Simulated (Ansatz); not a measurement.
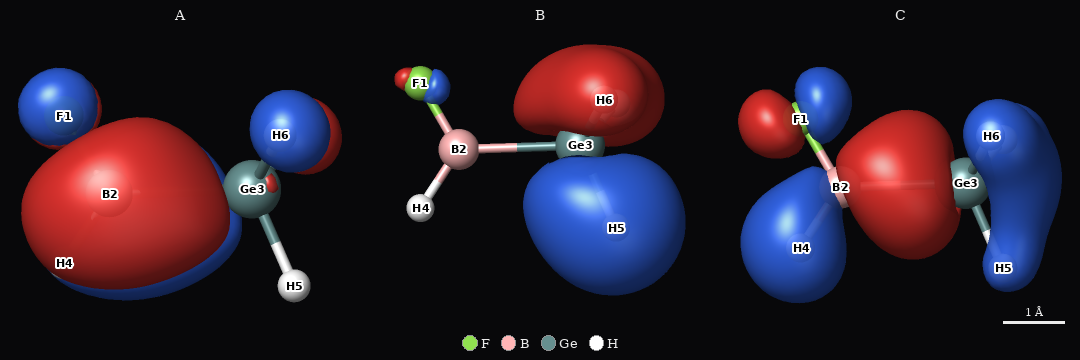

*BFGeH4 (SMILES F[BH][GeH3]). Three frontier orbitals at ±0.1 Å⁻³ᐟ² (blue and red are the two phases), in no order.*

Level of theory: Ansatz 0.2.0, RKS PBE0-D4/def2-TZVP.

```yaml
atoms:
  - { symbol: F, position_ang: [-1.5518, -1.4453, 0.5132] }
  - { symbol: B, position_ang: [-0.2988, -1.1934, 0.1857] }
  - { symbol: Ge, position_ang: [0.2664, 0.7824, -0.1517] }
  - { symbol: H, position_ang: [0.4357, -2.1409, 0.1083] }
  - { symbol: H, position_ang: [1.7355, 0.8911, -0.5912] }
  - { symbol: H, position_ang: [0.0873, 1.6154, 1.1312] }
  - { symbol: H, position_ang: [-0.6131, 1.4227, -1.2411] }
```

> Which picture is the HOMO−1, the HOMO and the LUMO?

B is the HOMO−1 (−9.57 eV). It lies mainly on Ge3 (about 45 %), H5 (about 35 %), H7 (about 10 %) and H6 (about 5 %). C is the HOMO (−8.13 eV). Its weight (Hirshfeld) is mainly on Ge3 (about 35 %), B2 (about 30 %), H4 (about 15 %) and F1 (about 15 %). A is the LUMO (−1.73 eV). By Hirshfeld shares it lies mainly on B2 (about 55 %), Ge3 (about 20 %), F1 (about 10 %) and H4 (about 5 %).

> What is the HOMO–LUMO gap?

6.40 eV between the orbital energies.
